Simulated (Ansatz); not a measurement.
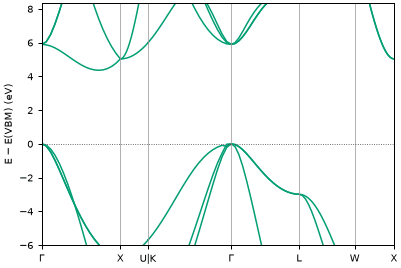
Band structure from r²SCAN in the plane-wave PAW code Ansatz

Q: Read off the gap and where the band edges lie.

A: About 4.4 eV (4.36 eV by a search for the band edges); maximum at Γ, minimum on the Γ–X line, 72 % of the way from Γ.

Q: Which compound is it?
(A) AlN, zinc blende
(B) AlN, rock salt
(C) C, diamond
(D) BN, zinc blende

A: C, C, diamond

Space group Fd-3m (diamond). Symmetry was held in the r²SCAN relaxation.

Potentials: the earlier of the program's two PAW sets.
